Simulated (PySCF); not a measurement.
# C₇H₇NO₂: magnetic properties

Aim: compute the magnetic properties of C₇H₇NO₂ (`CC[C@@H]1C(=O)OC=C1C#N`).

Programs: PySCF 2.14.0, with routines of our own; each step states its level. All values are computed. Atoms count from 0.

## (1) The starting structure

17 atoms, charge 0, multiplicity 1; geometry from: GFN2-xTB.

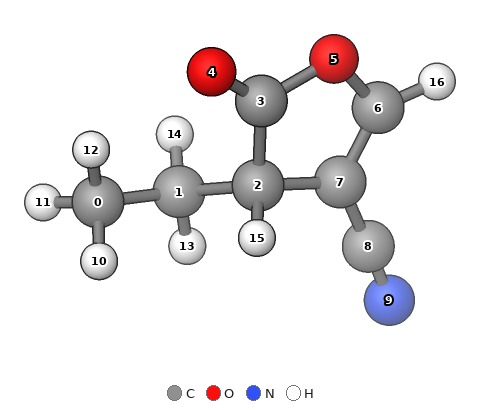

The starting geometry (carbon grey, oxygen red, nitrogen blue, hydrogen white).

## (2) Magnetic properties: GIAO KT3/pcSseg-1

What the job is given:

```
{"job": {"kind": "mag", "xc": "KT3", "basis": "pcSseg-1", "isotopologues": 0}, "charge": 0, "multiplicity": 1}
C      2.273637     0.173073     0.427346
C      1.028911     0.252387    -0.444437
C     -0.260096     0.144118     0.393013
C     -0.464843    -1.263780     0.933680
O      0.238220    -1.901217     1.654358
O     -1.644459    -1.754485     0.436776
C     -2.226512    -0.807068    -0.341514
C     -1.514196     0.326185    -0.418652
C     -1.824936     1.488755    -1.134019
N     -2.046764     2.456065    -1.708463
H      2.314895     1.015263     1.114241
H      3.163991     0.193518    -0.195262
H      2.275069    -0.746857     1.005599
H      1.005744     1.203642    -0.981359
H      1.041304    -0.551486    -1.184630
H     -0.200225     0.856287     1.222645
H     -3.166735    -1.072369    -0.789232
```

Method: GIAO KT3/pcSseg-1 magnetisability, rotational g tensor and spin-rotation constants, non-relativistic, gas phase.

Command:

```sh
> OMP_NUM_THREADS=1 python excited_run.py task.json out
```

One launch serves the whole session: the jobs run in the order shown.

Log:

```text
coarse grid: 15176 points
cycle   1  E = -482.9987856911  dE =  1.678e+00  |g| = 1.124e+00  |ddm| = 4.047e+00
cycle   2  E = -481.4961456640  dE =  1.503e+00  |g| = 2.810e+00  |ddm| = 3.999e+00
cycle   3  E = -483.1737783998  dE = -1.678e+00  |g| = 5.981e-01  |ddm| = 3.407e+00
cycle   4  E = -483.2469606054  dE = -7.318e-02  |g| = 2.226e-01  |ddm| = 6.720e-01
cycle   5  E = -483.2535696800  dE = -6.609e-03  |g| = 1.248e-01  |ddm| = 2.684e-01
cycle   6  E = -483.2568039636  dE = -3.234e-03  |g| = 4.425e-02  |ddm| = 1.387e-01
cycle   7  E = -483.2572357409  dE = -4.318e-04  |g| = 1.430e-02  |ddm| = 4.735e-02
cycle   8  E = -483.2572727398  dE = -3.700e-05  |g| = 5.620e-03  |ddm| = 1.469e-02
cycle   9  E = -483.2572791756  dE = -6.436e-06  |g| = 2.418e-03  |ddm| = 7.329e-03
final grid: 149472 points
cycle  10  E = -483.3185100278  dE = -3.029e-04  |g| = 1.961e-02  |ddm| = 8.865e-02
cycle  11  E = -483.3182910245  dE =  2.190e-04  |g| = 3.903e-02  |ddm| = 4.518e-02
cycle  12  E = -483.3185628304  dE = -2.718e-04  |g| = 8.515e-03  |ddm| = 3.280e-02
cycle  13  E = -483.3185769315  dE = -1.410e-05  |g| = 2.607e-03  |ddm| = 7.900e-03
cycle  14  E = -483.3185781713  dE = -1.240e-06  |g| = 7.020e-04  |ddm| = 2.535e-03
cycle  15  E = -483.3185782538  dE = -8.251e-08  |g| = 3.970e-04  |ddm| = 8.735e-04
cycle  16  E = -483.3185782903  dE = -3.647e-08  |g| = 9.802e-05  |ddm| = 4.245e-04
cycle  17  E = -483.3185782921  dE = -1.800e-09  |g| = 4.285e-05  |ddm| = 1.227e-04
cycle  18  E = -483.3185782925  dE = -4.135e-10  |g| = 1.403e-05  |ddm| = 5.542e-05
converged SCF energy = -483.3185782925

Magnetisability tensor (1e-30 J/T^2)
    -1184.47       60.48       75.34
       60.48    -1229.57      -18.66
       75.34      -18.66    -1296.34
isotropic -1236.79   principal values   -1351.45  -1234.15  -1124.78
isotropic susceptibility -74.481 1e-6 cm^3/mol

Inertial axes            a          b          c
rot. const./GHz      1.9543     1.1702     0.7682
chi total           -73.346    -70.114    -79.984
chi diamagnetic    -730.103  -1079.654  -1614.550
chi paramagnetic    656.757   1009.539   1534.566
quadrupole/D A      -22.714     12.476     10.238
g nuclear            0.5810     0.5286     0.5406
g electronic        -0.6030    -0.5550    -0.5538
g total             -0.0220    -0.0263    -0.0133

Spin-rotation constants (kHz, H = +C I.J)
atom  isotope        aa         bb         cc
  9    14N        0.157      0.211      0.172
 10     1H       -0.227     -0.100     -0.001
 11     1H       -0.214     -0.033     -0.046
 12     1H       -0.029     -0.063     -0.082
 13     1H       -0.050     -0.052     -0.085
 14     1H       -0.237     -0.110      0.013
 15     1H       -0.236     -0.102      0.019
 16     1H       -0.039      0.010     -0.075
  0    13C*       0.273      0.171      0.098
  1    13C*       0.327      0.198      0.124
  2    13C*       0.370      0.247      0.133
  3    13C*       0.589      0.576      0.246
  4    17O*      -1.117     -0.562     -0.102
  5    17O*      -0.832     -0.308     -0.132
  6    13C*       0.949      0.368      0.177
  7    13C*       0.770      0.268      0.131
  8    13C*       0.175      0.392      0.315
* in the singly substituted isotopologue
```

Run time: 60 s. Hardware: 1 thread of Arm Neoverse V1, shared host; peak memory 0.71 GiB.

In short:

```csv
quantity,value
magnetisability,-1237·10⁻³⁰ J/T²
molar susceptibility,-74.5·10⁻⁶ cm³/mol
"rotational g (a, b, c)","-0.0220, -0.0263, -0.0133"
```

## (3) Magnetic properties: GIAO KT1/3-21G

The job, as its differences from that of step 2:

```diff
@@ -1,2 +1,2 @@
-{"job": {"kind": "mag", "xc": "KT3", "basis": "pcSseg-1", "isotopologues": 0}, "charge": 0, "multiplicity": 1}
+{"job": {"kind": "mag", "xc": "KT1", "basis": "3-21G"}, "charge": 0, "multiplicity": 1}
 C      2.273637     0.173073     0.427346
```

Method: GIAO KT1/3-21G magnetisability, rotational g tensor and spin-rotation constants, non-relativistic, gas phase.

Log:

```text
coarse grid: 15176 points
cycle   1  E = -479.1859041181  dE =  1.589e+00  |g| = 9.663e-01  |ddm| = 4.767e+00
cycle   2  E = -477.7876440031  dE =  1.398e+00  |g| = 2.654e+00  |ddm| = 4.340e+00
cycle   3  E = -479.3418906465  dE = -1.554e+00  |g| = 4.890e-01  |ddm| = 3.553e+00
cycle   4  E = -479.3890121093  dE = -4.712e-02  |g| = 1.626e-01  |ddm| = 6.327e-01
cycle   5  E = -479.3925710235  dE = -3.559e-03  |g| = 8.304e-02  |ddm| = 2.395e-01
cycle   6  E = -479.3941948367  dE = -1.624e-03  |g| = 2.495e-02  |ddm| = 1.329e-01
cycle   7  E = -479.3943611826  dE = -1.663e-04  |g| = 8.117e-03  |ddm| = 3.641e-02
cycle   8  E = -479.3943766425  dE = -1.546e-05  |g| = 3.091e-03  |ddm| = 1.047e-02
cycle   9  E = -479.3943783065  dE = -1.664e-06  |g| = 1.525e-03  |ddm| = 4.574e-03
final grid: 149472 points
cycle  10  E = -479.3398607894  dE = -1.381e-04  |g| = 1.810e-02  |ddm| = 5.044e-02
cycle  11  E = -479.3394911033  dE =  3.697e-04  |g| = 4.437e-02  |ddm| = 6.036e-02
cycle  12  E = -479.3399077318  dE = -4.166e-04  |g| = 8.679e-03  |ddm| = 5.043e-02
cycle  13  E = -479.3399235471  dE = -1.582e-05  |g| = 2.365e-03  |ddm| = 1.019e-02
cycle  14  E = -479.3399246767  dE = -1.130e-06  |g| = 7.565e-04  |ddm| = 3.037e-03
cycle  15  E = -479.3399247979  dE = -1.212e-07  |g| = 1.701e-04  |ddm| = 8.412e-04
cycle  16  E = -479.3399248032  dE = -5.306e-09  |g| = 7.507e-05  |ddm| = 2.614e-04
cycle  17  E = -479.3399248044  dE = -1.179e-09  |g| = 2.713e-05  |ddm| = 1.205e-04
cycle  18  E = -479.3399248046  dE = -2.365e-10  |g| = 4.431e-06  |ddm| = 4.271e-05
converged SCF energy = -479.3399248046

Magnetisability tensor (1e-30 J/T^2)
    -1268.03       46.28       76.54
       46.28    -1299.92      -25.32
       76.54      -25.32    -1358.54
isotropic -1308.83   principal values   -1419.64  -1292.69  -1214.17
isotropic susceptibility -78.820 1e-6 cm^3/mol

Inertial axes            a          b          c
rot. const./GHz      1.9543     1.1702     0.7682
chi total           -76.802    -75.557    -84.100
chi diamagnetic    -731.044  -1078.803  -1613.637
chi paramagnetic    654.242   1003.245   1529.537
quadrupole/D A      -20.650     11.497      9.154
g nuclear            0.5810     0.5286     0.5406
g electronic        -0.6007    -0.5515    -0.5520
g total             -0.0197    -0.0229    -0.0114

Spin-rotation constants (kHz, H = +C I.J)
atom  isotope        aa         bb         cc
  9    14N        0.131      0.178      0.146
 10     1H       -0.248     -0.112     -0.006
 11     1H       -0.234     -0.045     -0.053
 12     1H       -0.053     -0.073     -0.088
 13     1H       -0.065     -0.066     -0.089
 14     1H       -0.245     -0.120      0.008
 15     1H       -0.249     -0.114      0.013
 16     1H       -0.056      0.002     -0.084
  0    13C*       0.195      0.122      0.068
  1    13C*       0.237      0.143      0.091
  2    13C*       0.276      0.189      0.099
  3    13C*       0.471      0.471      0.194
  4    17O*      -1.025     -0.493     -0.076
  5    17O*      -0.737     -0.256     -0.098
  6    13C*       0.762      0.299      0.136
  7    13C*       0.608      0.214      0.099
  8    13C*       0.139      0.311      0.248
* in the singly substituted isotopologue
```

Wall time 22 s (1 thread of Arm Neoverse V1, shared host); peak memory 0.56 GiB.

From this job:

```csv
quantity,value
magnetisability,-1309·10⁻³⁰ J/T²
molar susceptibility,-78.8·10⁻⁶ cm³/mol
"rotational g (a, b, c)","-0.0197, -0.0229, -0.0114"
```

## (4) The levels compared

```
            level  ξ (10⁻³⁰ J/T²)     g(a)     g(b)  gap (eV)  functions  time
GIAO KT3/pcSseg-1           -1237  -0.0220  -0.0263      4.02        205  60 s
   GIAO KT1/3-21G           -1309  -0.0197  -0.0229      4.07        104  22 s
```

## (5) Summary of results

```
                                          quantity                      value
       magnetisability (step 2, GIAO KT3/pcSseg-1)           -1237·10⁻³⁰ J/T²
  molar susceptibility (step 2, GIAO KT3/pcSseg-1)         -74.5·10⁻⁶ cm³/mol
rotational g (a, b, c) (step 2, GIAO KT3/pcSseg-1)  -0.0220, -0.0263, -0.0133
                   magnetisability over the levels  -1309 to -1237·10⁻³⁰ J/T²
```

What this shows: The magnetisability spreads by 5.7 % over 2 levels, from GIAO KT1/3-21G (22 s) to GIAO KT3/pcSseg-1 (60 s); the runs took 22 s to 60 s. Two levels can agree by chance, so this spread shows no convergence. Vibrational averaging and real surroundings are missing from these values.
